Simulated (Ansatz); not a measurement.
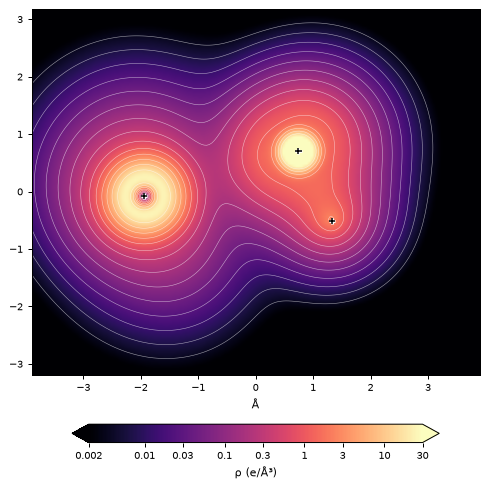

The electron density on a plane through atoms (crosses mark nuclei in the plane).

Theory: UKS PBE0-D4/def2-TZVPP (Ansatz 0.2.0).

Candidates:
A. BH2OS (doublet)
B. CH4BSi (doublet)
C. H3SSn (doublet)

> Which candidate gave the map?

Candidate C: H3SSn on the plane of atoms Sn2, S1 and H4, which holds S, Sn and H. Sn–S (2.80 Å): the density is about 0.27 e/Å³ at the midpoint. S–H (1.34 Å): ρ is about 1.5 e/Å³ halfway.
